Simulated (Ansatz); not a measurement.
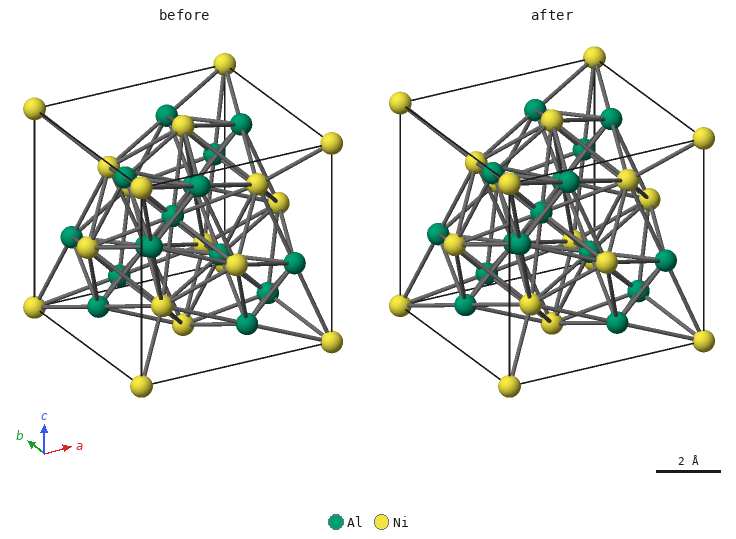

The structure of solid Al2Ni (a generated structure, set up in Fd-3m) (coarse preliminary run) before (left) and after (right) a relaxation, at one scale.

A ball-and-stick model of the conventional cell (4 times the calculation's cell), seen from a free direction. Lengths and directions refer to the drawn axes.

Computed with Ansatz, DFT PBE, scalar-relativistic, plane waves, PAW.

The input:
```yaml
crystal:
  lattice:
    - [0.0, 3.4486476, 3.4486476]
    - [3.4486476, 0.0, 3.4486476]
    - [3.4486476, 3.4486476, 0.0]
  atoms:
    - { symbol: Al, position: [0.625, 0.625, 0.625] }
    - { symbol: Al, position: [0.625, 0.625, 0.125] }
    - { symbol: Al, position: [0.625, 0.125, 0.625] }
    - { symbol: Al, position: [0.125, 0.625, 0.625] }
    - { symbol: Ni, position: [0.25, 0.25, 0.25], spin: 2.0 }
    - { symbol: Ni, position: [0.0, 0.0, 0.0], spin: 2.0 }
basis:
  ecutwfc: 420
kpoints:
  mp_grid: { grid: [4, 4, 4] }
hamiltonian:
  xc: pbe
scf:
  occupations: { method: gaussian, width: 0.1 }
  lower_state_search: "off"
output:
  forces: true
  stress: true
  eigenvalues: true
  populations: true
magnetization:
  spin_polarized: true
relax:
  adjacent_minimum: "off"
  f_tol: 0.04
  max_steps: 70
  cell: { stress_tol: 0.4 }
```

Command:
```bash
ansatz run input.yaml --threads 1 --pin off --max-ram 2560MiB --backend cpu --events-out ev --progress --plain --runs-dir out
```

Question: Summarise the run.

Answer: The energy falls by 0.116 eV per cell of the calculation in 2 accepted moves (3 points after the start). All forces vanish by symmetry, so only the cell relaxes. The pressure goes from 7.28 to 0.24 GPa. At 1 point the geometry stayed and the basis and grid were re-selected for the new cell (energy shift of 2.4 meV per cell of the calculation at most each time). No atom moves by more than 0.005 Å relative to the cell. Cell: a = b = c 6.897 → 7.040 Å (+2.1 %). Volume +6.3 %. Near-neighbour distances that change, for instance: Ni5–Ni6 2.987 → 3.049 Å, Al1–Ni5 2.859 → 2.919 Å, Al1–Al2 2.439 → 2.489 Å. The space group stays Fd-3m (No. 227). The program noted that the starting moments weren't kept.
